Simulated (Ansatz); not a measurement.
# (PbS)2(AgBr)1 [001] superlattice, started as rocksalt type: phonons and vibrational spectra, part 2 of 3

Wanted: phonon frequencies of (PbS)2(AgBr)1 [001] superlattice, started as rocksalt type and what follows from them.

Ansatz 0.2.0; DFT LDA, scalar-relativistic, plane waves, PAW.

So far. Step 4 (Tight relaxation): The largest force component left is 0.55 meV/Å and the pressure is 0.001 GPa, within the tolerances set. The cell now holds 23.86 Å³/atom. The relaxed cell has a = 4.111, c = 16.947 Å (conventional setting).

The structure was built from a prototype and need not be the compound's stable phase.

In doubt: the program warns that the response may not be converged on this k-mesh (step 5), which bears on the force constants and all frequencies.

**5. Modes at Γ**

The zone centre is the only wavevector solved here; it holds the modes that light can see, as far as symmetry allows. The response to a homogeneous field gives the Born charges and the dielectric tensor, and its change with displacement the Raman tensors.

input.yaml reads:

```yaml
crystal:
  lattice:
    - [2.9065920185, 2.9065920185, 0.0]
    - [-2.9065920185, 2.9065920185, 0.0]
    - [2.9065920185, 0.0, 8.4735722458]
  atoms:
    - { symbol: Ag, position: [0.6666666667, 0.3333333333, 0.6666666667] }
    - { symbol: Br, position: [0.1666666667, 0.8333333333, 0.6666666667] }
    - { symbol: Pb, position: [-0.0066777734, 0.0066777734, 0.0133555468] }
    - { symbol: Pb, position: [0.3400111067, 0.6599888933, 0.3199777865] }
    - { symbol: S, position: [0.5135414303, 0.4864585697, -0.0270828606] }
    - { symbol: S, position: [0.819791903, 0.180208097, 0.3604161939] }
kpoints:
  mp_grid: { grid: [8, 8, 8] }
hamiltonian:
  xc: lda
scf:
  occupations: { method: fixed }
output:
  eigenvalues: true
phonons:
  method: dfpt
  dielectric: true
  rigid_motions: translations
  raman: true
```

Launch:

```sh
$ ansatz run input.yaml --threads 8 --pin off --max-ram 14336MiB --backend cpu --events-out ev --progress --plain --runs-dir out
```

Numbers of over 12 decimals in the logs are rounded to 6 here.

Output:

```text
Warning: crystal.symmetry: narrowed to the stabiliser of the run's FFT grids — unitary ops 16 → 4. A phonons.method: dfpt run fills in the rows of the dynamical matrix that it does not solve by its symmetry operations, which is exact only for operations that map its FFT grids onto themselves: filled in by any other, the frequencies could depend on the order in which like atoms are typed, or, by more than the grids' own error, on where the crystal sits among the grids' points. Excluded: 12 operations. The run can therefore solve more perturbations, solve them on more k-points, or both, and cost more. [rest of the remark cut]
[...]
Crystal: 6 atoms, lattice volume = 143.174 Å³
Basis set: ecut = 420 eV, 2793 PW (Γ), exchange–correlation on 60×60×120 points (8 copies of the dense FFT grid, shifted against one another)
Bands: 40, of which v1, the nominal top of the filled ones, is band 33 counted from 1 (32 counted from 0)
Symmetry: 16 space group operations
k-points: 260 of 512 (irreducible under 1 space group operation, time reversal used)
[...]
SCF iter   1: F=—  HF=-35098.318887 eV  |F-HF|=—  |Δ(HF+E_count)|=         —  Δρ=7.50e-3  dr2=1.02e-1  ethr=1.77e-3  ⟨swp⟩=5.0  Hψ=35780  notcnv=0  defer=1246
[...]
SCF iter  10: F=-35098.291889 eV  HF=-35098.291889 eV  |F-HF|=7.28e-12  |Δ(HF+E_count)|=  2.18e-11  Δρ=3.51e-8  dr2=2.06e-12  ethr=1.00e-12  ⟨swp⟩=13.8  Hψ=69206  notcnv=0
SCF 1 converged in 10 iterations: F = -35098.291889 eV  dr2 = 2.06e-12
[...]
NSCF: frozen V_eff on 3 k-points
DFPT response loops at Γ: preconditioner auto → Resta (q_TF=auto, 2.398 Å⁻¹)  ε∞=10.7 (no band partly filled); β = 1.00, the filter's whole step (`scf.mixing.beta` (0.50) is not read by the response loops at its default; to damp them type it under 1.00, their step now; it binds the ground state too); Broyden in place of MSR1
── the response to a field inside a basis, on 12×12×8 k-points: an SCF that follows is theirs, and a resumed run solves both again ──
Bands: 34, of which v1, the nominal top of the filled ones, is band 33 counted from 1 (32 counted from 0)
k-points: 312
[...]
Eigensolver: Dense (312 Hₖ)
SCF iter   1: F=—  HF=-35098.228927 eV  |F-HF|=—  |Δ(HF+E_count)|=         —  Δρ=2.04e-4  dr2=2.16e-5  ethr=1.00e-1
[...]
SCF iter   7: F=-35098.228929 eV  HF=-35098.228929 eV  |F-HF|=2.18e-11  |Δ(HF+E_count)|=  2.91e-11  Δρ=5.93e-8  dr2=4.20e-12  ethr=1.00e-12
SCF 1 converged in 7 iterations: F = -35098.228929 eV  dr2 = 4.20e-12
[...]
WARN: field response: ε∞ stands inside a basis, on 12×12×8 points; the force constants stand on the 8×8×8 k-mesh, whose period is 9.54 times the interband length at k = (0.0000, -0.5000, 0.0000), direct gap 0.529 eV, under 14: take them and everything formed from them as unconverged, and compare with a denser kpoints.mp_grid
SCF converged after 10 iterations
Free energy (F): -35098.291889 eV
[...]
Internal energy: -35098.291889 eV  (E = F + TS)
E sigma→0 (E₀):  -35098.291889 eV
Fermi energy:    9.065516 eV
[...]
--- Band table (eV; the first three rows and the last of 260) ---
  k-point 0: bands = [... 29 lower, 6.4081, 6.7562, 6.8002, 6.8002, 9.6273, 13.1811, 13.3585, 13.7981, ... 3 higher]
  k-point 1: bands = [... 29 lower, 6.5915, 6.8128, 6.8128, 6.8407, 9.8417, 12.9168, 13.1692, 13.7766, ... 3 higher]
  k-point 2: bands = [... 29 lower, 6.8425, 6.8425, 6.8996, 7.1338, 10.4132, 12.2082, 13.1431, 13.7251, ... 3 higher]
  k-point 259: bands = [... 29 lower, 5.9202, 6.0398, 6.9783, 7.0966, 10.6174, 12.4251, 12.5156, 13.2902, ... 3 higher]
--- Phonons (Γ-DFPT): 12 representative perturbations + reference, on 260 of 512 k-points (Σ response iterations 39) ---
  ASR residual: 5.551e-5 → 0.000e0 eV/Å²; symmetrization residual: 1.495e-5 eV/Å²
  The last average, over the group as it would stand without the narrowing to the FFT grids, took up to 2.287e-6 eV/Å² of the zone centre's force constants
  ASR residual per site (eV/Å²): 5.55e-5 4.51e-5 1.92e-5 1.92e-5 2.33e-5 2.33e-5
  Γ frequencies (cm⁻¹): 0.00 0.00 0.00 30.86 30.86 40.21 40.21 61.53 61.53 80.66 85.55 95.83 95.83 105.00 105.00 122.19 166.21 208.41
  ε∞ (high-frequency dielectric tensor):
       16.085175     0.000000     0.000000
        0.000000    16.085175     0.000000
        0.000000     0.000000    14.261321
  ε⁰ (static dielectric tensor: ions relaxed, cell fixed):
      134.586566     0.000000    -0.000000
        0.000000   134.586566     0.000000
       -0.000000     0.000000    30.759925
  ε⁰ − ε∞ (ionic part):
      118.501391     0.000000    -0.000000
        0.000000   118.501391     0.000000
       -0.000000     0.000000    16.498605
  softest optical mode at Γ: 30.86 cm⁻¹; the repairs (sum rule, projections) moved no ω² at Γ by more than (1.69 cm⁻¹)²
  Born effective charges Z* (e; rows j = field, columns β = displacement):
    site 0:
         1.81572   -0.00000    0.00000
         0.00000    1.81572    0.00000
         0.00000    0.00000    2.09110
    site 1:
        -1.43184    0.00000    0.00000
        -0.00000   -1.43184    0.00000
         0.00000    0.00000   -4.69430
    site 2:
         4.60022    0.00000    0.00000
         0.00000    4.60022    0.00000
         0.00000    0.00000    3.52776
    site 3:
         4.60022    0.00000   -0.00000
         0.00000    4.60022    0.00000
        -0.00000    0.00000    3.52776
    site 4:
        -4.79216   -0.00000    0.00000
        -0.00000   -4.79216    0.00000
         0.00000    0.00000   -2.22617
    site 5:
        -4.79216   -0.00000   -0.00000
        -0.00000   -4.79216   -0.00000
        -0.00000    0.00000   -2.22617
  Z* charge neutrality: 2.964e-2 e pre-enforcement
  solved inside a basis spanned on kpoints, on 12×12×8 k-points transformed towards the longest dipole: ε∞ is read to err by 1.1e-1, Z* by 6.3e-2 e (field_mesh: kpoints solves on kpoints); Z* is corrected for what the basis lacks
  Raman tensors (in the event stream and the table raman_tensors.tsv): an entry may err by 1.2e1 Å², one of the second-order susceptibility by 1.2e-16 pm/V (basis, points and sum rule); their sum over the sites missed zero by 2.665e-15 Å² ahead of its enforcement
  optical modes at Γ without the LO–TO term, one row a degenerate level:
      ω (cm⁻¹)  modes    IR ((D/Å)²/amu)  static Raman (Å⁴/amu)  depolarisation
         30.86      2             1.2801                 0.0000               —
         40.21      2             0.0000                49.0340           0.750
         61.53      2            43.8020                 0.0000               —
         80.66      1             1.0973                 0.0000               —
         85.55      1             0.0000                72.5853           0.022
         95.83      2             0.0000                28.4420           0.750
        105.00      2            33.0401                 0.0000               —
        122.19      1            12.9231                 0.0000               —
        166.21      1             0.0000              6195.1309           0.439
        208.41      1             3.1813                 0.0000               —
  optical modes at Γ + LO–TO along q̂ = [1.0000, 0.0000, 0.0000]:
      ω (cm⁻¹)  modes    IR ((D/Å)²/amu)  static Raman (Å⁴/amu)  depolarisation
         30.86      1             0.6400                 0.0000               —
         31.82      1             0.0065                 0.0000               —
         40.21      2             0.0000                49.0340           0.750
         61.53      1            21.9010                 0.0000               —
         80.66      1             1.0973                 0.0000               —
         85.55      1             0.0000                72.5853           0.022
         87.05      1             0.3982                 0.0000               —
         95.83      2             0.0000                28.4420           0.750
        105.00      1            16.5201                 0.0000               —
        122.19      1            12.9231                 0.0000               —
        166.21      1             0.0000              6195.1309           0.439
        208.20      1            38.6565                 0.0000               —
        208.41      1             3.1813                 0.0000               —
  optical modes at Γ + LO–TO along q̂ = [0.0000, 1.0000, 0.0000]:
      ω (cm⁻¹)  modes    IR ((D/Å)²/amu)  static Raman (Å⁴/amu)  depolarisation
         30.86      1             0.6400                 0.0000               —
         31.82      1             0.0065                 0.0000               —
         40.21      2             0.0000                49.0340           0.750
         61.53      1            21.9010                 0.0000               —
         80.66      1             1.0973                 0.0000               —
         85.55      1             0.0000                72.5853           0.022
         87.05      1             0.3982                 0.0000               —
         95.83      2             0.0000                28.4420           0.750
        105.00      1            16.5201                 0.0000               —
        122.19      1            12.9231                 0.0000               —
        166.21      1             0.0000              6195.1309           0.439
        208.20      1            38.6565                 0.0000               —
        208.41      1             3.1813                 0.0000               —
  optical modes at Γ + LO–TO along q̂ = [0.0000, 0.0000, 1.0000]:
      ω (cm⁻¹)  modes    IR ((D/Å)²/amu)  static Raman (Å⁴/amu)  depolarisation
         30.86      2             1.2801                 0.0000               —
         40.21      2             0.0000                49.0340           0.750
         61.53      2            43.8020                 0.0000               —
         83.18      1             0.1380                 0.0000               —
         85.55      1             0.0000                72.5853           0.022
         95.83      2             0.0000                28.4420           0.750
        105.00      2            33.0401                 0.0000               —
        163.54      1             8.5922                 0.0000               —
        166.21      1             0.0000              6195.1309           0.439
        221.75      1             8.4715                 0.0000               —
```

Elapsed: 21 min, on 8 threads of Intel Xeon 6975P-C (Granite Rapids), shared host; peak memory 6.5 GiB; 2.1 h of CPU time.

In the SCF lines HF is the Harris–Foulkes energy and dr2 the Hartree energy of the density residual, in eV; the loop may stop once dr2 is under the threshold and the program's other checks hold. Hψ counts applications of the Hamiltonian.

This step gave:

```
sum-rule residual before enforcement                    : 5.55e-5 eV/Å²
miss of the charge sum rule                             : 0.02964 e
estimated error of the dielectric tensor                : 0.1080
estimated error of the Born charges                     : 0.06253 e
point group                                             : 4/mmm
highest optical mode at the zone centre (no LO-TO term) : 208.4 cm⁻¹
lowest optical zone-centre mode                         : 30.86 cm⁻¹
mean high-frequency dielectric constant                 : 15.48
largest Born charge (third of the trace)                : 4.243 e
mean static dielectric constant                         : 99.98
top of the zone-centre spectrum with the field          : 221.8 cm⁻¹
```

Without the LO-TO term. Patterns of degenerate modes are one choice out of their space. Modes at Γ, with each element's share of the kinetic energy:

| mode | frequency (cm⁻¹) | symmetry | Ag % | Br % | Pb % | S % |
| --- | --- | --- | --- | --- | --- | --- |
| 1 | 0.0 | acoustic | 16 | 12 | 62 | 10 |
| 2 | 0.0 | acoustic | 16 | 12 | 62 | 10 |
| 3 | 0.0 | acoustic | 16 | 12 | 62 | 10 |
| 4 | 30.9 | Eu | 46 | 24 | 30 | 0 |
| 5 | 30.9 | Eu | 46 | 24 | 30 | 0 |
| 6 | 40.2 | Eg | 0 | 0 | 93 | 7 |
| 7 | 40.2 | Eg | 0 | 0 | 93 | 7 |
| 8 | 61.5 | Eu | 29 | 33 | 4 | 34 |
| 9 | 61.5 | Eu | 29 | 33 | 4 | 34 |
| 10 | 80.7 | A2u | 78 | 12 | 10 | 0 |
| 11 | 85.5 | A1g | 0 | 0 | 100 | 0 |
| 12 | 95.8 | Eg | 0 | 0 | 7 | 93 |
| 13 | 95.8 | Eg | 0 | 0 | 7 | 93 |
| 14 | 105.0 | Eu | 8 | 32 | 4 | 56 |
| 15 | 105.0 | Eu | 8 | 32 | 4 | 56 |
| 16 | 122.2 | A2u | 1 | 62 | 27 | 10 |
| 17 | 166.2 | A1g | 0 | 0 | 0 | 100 |
| 18 | 208.4 | A2u | 5 | 14 | 1 | 80 |

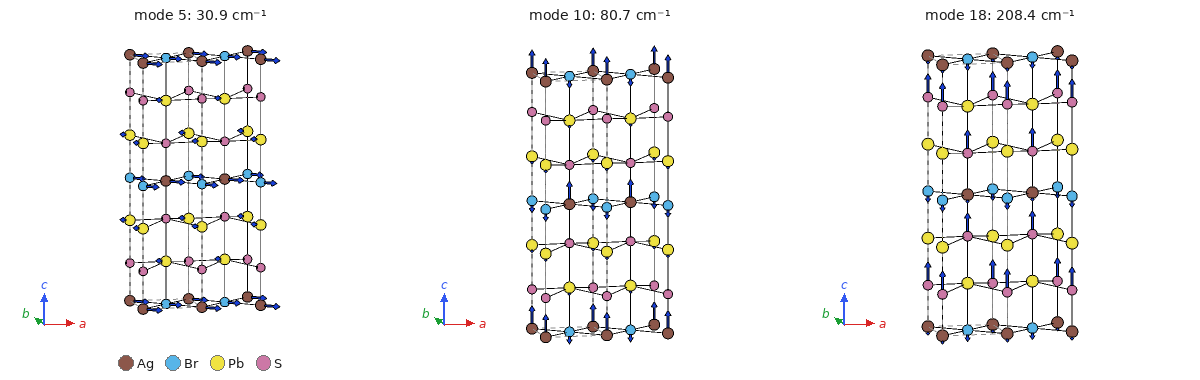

Displacement patterns of modes 5, 10 and 18 at Γ; arrows are exaggerated. 2×1×1 conventional cells are drawn. Some periodic images of atoms are drawn too.

Optical modes at the zone centre, without and with the macroscopic field of the longitudinal modes; each column is sorted by frequency, so a row need not hold one and the same mode. Modes with and without the field, by row:

```
rank among optical modes  no field (cm⁻¹)  q along (1, 0, 0) (cm⁻¹)  q along (0, 0, 1) (cm⁻¹)
                       1             30.9                      30.9                      30.9
                       2             30.9                      31.8                      30.9
                       3             40.2                      40.2                      40.2
                       4             40.2                      40.2                      40.2
                       5             61.5                      61.5                      61.5
                       6             61.5                      80.7                      61.5
                       7             80.7                      85.5                      83.2
                       8             85.5                        87                      85.5
                       9             95.8                      95.8                      95.8
                      10             95.8                      95.8                      95.8
                      11              105                       105                       105
                      12              105                     122.2                       105
                      13            122.2                     166.2                     163.5
                      14            166.2                     208.2                     166.2
                      15            208.4                     208.4                     221.8
```

Born charge (rows field, columns displacement) (e), principal values of the symmetric part by kind of site:

```csv
atom,atoms with these values,low,middle,high,mean
Ag1,1,1.82,1.82,2.09,1.91
Br2,1,-4.69,-1.43,-1.43,-2.52
Pb3,2,3.53,4.60,4.60,4.24
S5,2,-4.79,-4.79,-2.23,-3.94
```

In full for Ag1:

```
1.82 0.00 0.00
0.00 1.82 0.00
0.00 0.00 2.09
```

High-frequency dielectric tensor:

```
16.09  0.00  0.00
 0.00 16.09  0.00
 0.00  0.00 14.26
```

Static dielectric tensor (ions relaxed, fixed cell):

```
134.6   0.0   0.0
  0.0 134.6   0.0
  0.0   0.0  30.8
```

Transverse modes. Infrared lines, with heights relative to the strongest:

```
position (cm⁻¹)  label  relative intensity
             31     Eu                 2.9
             40     Eg                 0.0
             62     Eu                 100
             81    A2u                 2.5
             86    A1g                 0.0
             96     Eg                 0.0
            105     Eu                  75
            122    A2u                  30
            166    A1g                 0.0
            208    A2u                 7.3
```

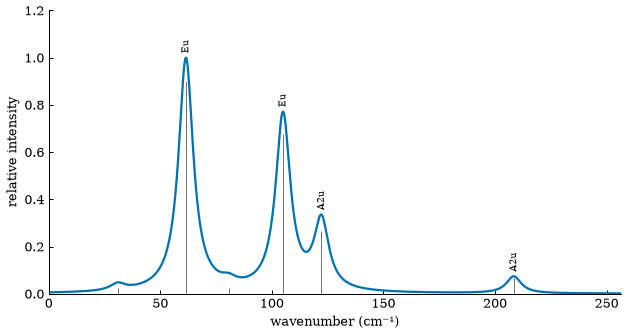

The infrared spectrum, broadened with Lorentzians of width 8 cm⁻¹; bars mark the lines.

Activity x (w_L - w)^4 (n + 1)/w, 532 nm, 300 K; the tensors are static ones, while 532 nm light lies above the computed direct gap, where resonance would change the heights; modes without the macroscopic field alone. Lines of the Raman spectrum (strongest = 100):

```csv
position (cm⁻¹),label,relative intensity
31,Eu,0.0
40,Eg,11
62,Eu,0.0
81,A2u,0.0
86,A1g,3.8
96,Eg,1.2
105,Eu,0.0
122,A2u,0.0
166,A1g,100
208,A2u,0.0
```

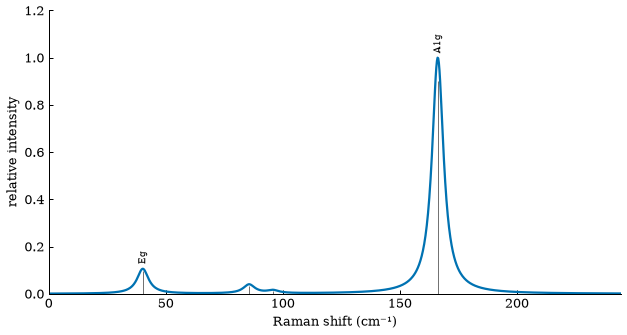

The Raman spectrum, broadened with Lorentzians of width 6 cm⁻¹; bars mark the lines.

Before it was imposed, the acoustic sum rule was missed by 5.6e-5 eV/Å² and the charge sum rule by 0.030 e. Small misses are needed for a sound result but don't prove that mesh and cutoff are converged. The lowest optical mode is real, 30.9 cm⁻¹.

The log warns of the k mesh: “the force constants stand on the 8×8×8 k-mesh, whose period is 9.54 times the interband length at k = (0.0000, -0.5000, 0.0000), direct gap 0.529 eV, under 14: take them and everything formed from them as unconverged”.

**6. Another isotope, element Ag, natural mass 107.868 amu**

An isotope changes the mass and not the force constants, so no new electronic calculation is needed; the shifts show which modes move this element.

[end of part 2 of 3]

[Logs are printed without paths, hosts, clocks, repeated set-up lines and the standing remarks that a program may print on its own settings, such as how far it seeks lower states.]

[Hosts, paths, dates, database ids (printed as entryN), source tags and the programs' standing remarks are cut or masked in the printed files.]
